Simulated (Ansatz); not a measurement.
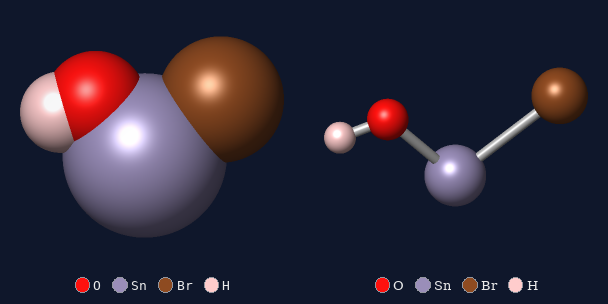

Two views of one molecule.

Which formula does it have?

BrHOSn, 4 atoms: 1 bromine, 1 hydrogen, 1 oxygen and 1 tin.

Write the SMILES.

[OH][Sn][Br]

How many sets of symmetry-equivalent atoms are there?

4: 1 O, 1 Sn, 1 Br, 1 H.

How many bonds of each kind are drawn?

1 O–Sn, 1 Br–Sn, 1 O–H.

The parts below concern this one geometry. Atoms keep their numbers from picture to picture. Computed geometry: PBE0-D4/def2-TZVP optimisation.

### Geometry

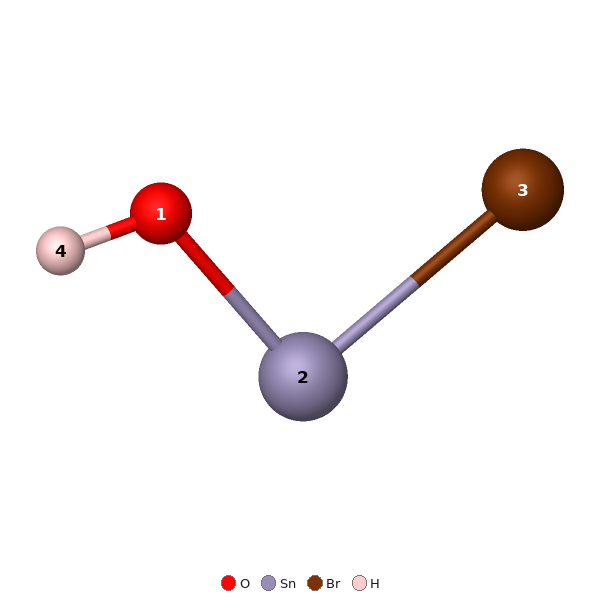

Atoms carry their numbers in the input.

Give the bond lengths.

```tsv
bond	length (Å)
O1–Sn2	1.975
O1–H4	0.962
Sn2–Br3	2.517
```

### Charges

The questions are on Mulliken charges. Level of theory: RKS ωB97M-V/def2-TZVPP, core potentials on Sn (Ansatz 0.2.0).

List the Mulliken charges.

```tsv
atom	value (e)
O1	−0.50
Sn2	0.70
Br3	−0.36
H4	0.16
```

### Levels of theory compared

Program: Ansatz 0.2.0.

Compare dipole (D) at these levels: B3LYP-D4/def2-TZVPP; PBE-D4/def2-TZVPP; PBE0-D4/def2-TZVP; r2SCAN-D4/def2-TZVPP; ωB97M-V/def2-TZVPP.

| level | dipole (D) |
| --- | --- |
| B3LYP-D4/def2-TZVPP | 4.04 |
| PBE-D4/def2-TZVPP | 3.79 |
| PBE0-D4/def2-TZVP | 4.04 |
| r2SCAN-D4/def2-TZVPP | 3.88 |
| ωB97M-V/def2-TZVPP | 4.11 |

### Thermal motion

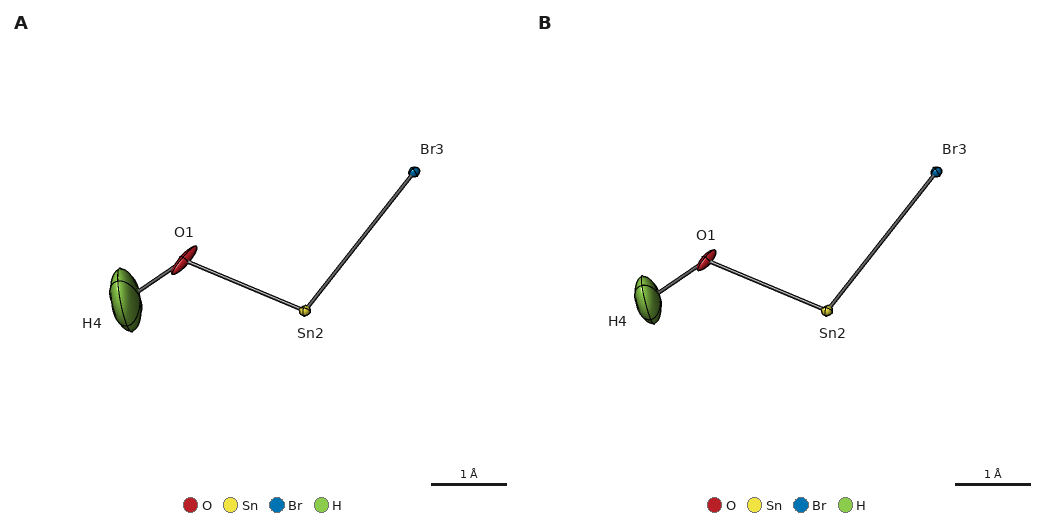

Displacement ellipsoids at the 50 % level, from the internal vibrations of the free molecule (harmonic, no overall translation or rotation; no half-axis is drawn under 0.075 Å). Vibrations computed with RKS PBE0-D4/def2-TZVP, core potentials on Sn (Ansatz 0.2.0). One panel is for 298 K, the other for 600 K.

Which panel is for 600 K?

A.

How much does the mean-square displacement of O1 grow, and why?

U_eq goes from 0.0055 to 0.0104 Å², a factor of 1.9. Modes below kT (417 cm⁻¹ at 600 K) grow about in proportion to T, and the lowest lies at 146 cm⁻¹; the mean-square amplitude of a mode is its zero-point value times coth(ħω/2kT), which comes close to 1 only above about 3kT.

Mulliken values depend strongly on the basis set and can even reverse the polarity of a bond.
